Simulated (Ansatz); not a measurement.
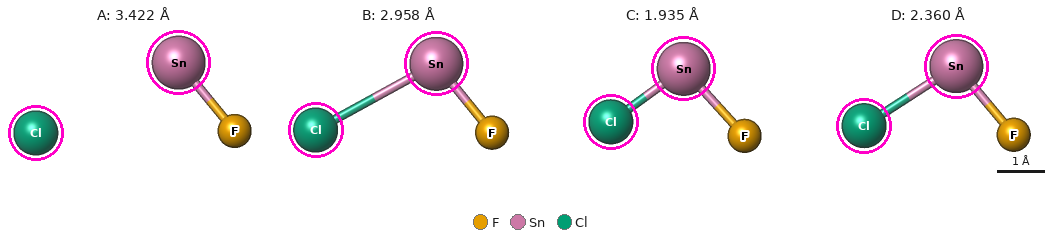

SnClF: the Sn–Cl bond length is varied, with all other coordinates relaxed. The picture is a ball-and-stick view, seen face on. The ringed atoms are those of the scanned coordinate.

Computed with Ansatz: B3LYP-D4, basis def2-TZVPP, on geometries relaxed under the constraint at PBE0-D4/def2-TZVP. Elements past krypton carry the basis set's effective core potentials. Energies are counted from the PBE0-D4/def2-TZVP minimum geometry at the same level.

Rank the frames from lowest to highest energy.

Lowest first: D (the distance 2.360 Å, 0.0 kJ/mol), B (the distance 2.958 Å, 88.9 kJ/mol), A (the distance 3.422 Å, 183.4 kJ/mol), C (the distance 1.935 Å, 222.4 kJ/mol). Over the whole scan: the lowest computed point lies at the distance 2.360 Å (0.0 kJ/mol). The end points stand at 222.4 kJ/mol (1.935 Å) and 183.4 kJ/mol (3.422 Å). The curvature at the lowest point is about 13 eV/Å² (2.1 mdyn/Å). The well is steeper on the short side, as for any bond.
